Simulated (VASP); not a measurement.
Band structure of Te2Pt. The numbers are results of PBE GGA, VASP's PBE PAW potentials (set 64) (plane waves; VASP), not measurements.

The cell holds a wide vacuum, so values per volume refer to the whole cell. Unless said otherwise, spin-orbit coupling is left out, though it shifts the bands of the heavy elements here.

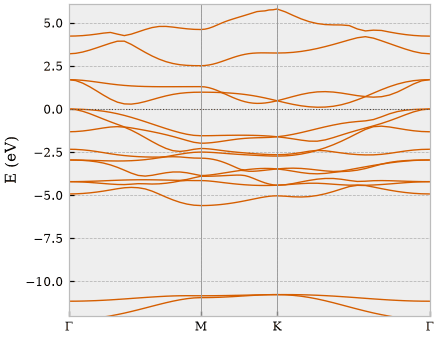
*Bands along high-symmetry lines, zero at the valence-band maximum or, without a gap, the Fermi level*

Read the plot: is there a gap, and where are the band edges?

The gap is indirect, 0.11 eV, from the valence maximum at Γ to the conduction minimum at K-Γ at 0.26.

The cell is a sheet with vacuum, built from a generated structure.
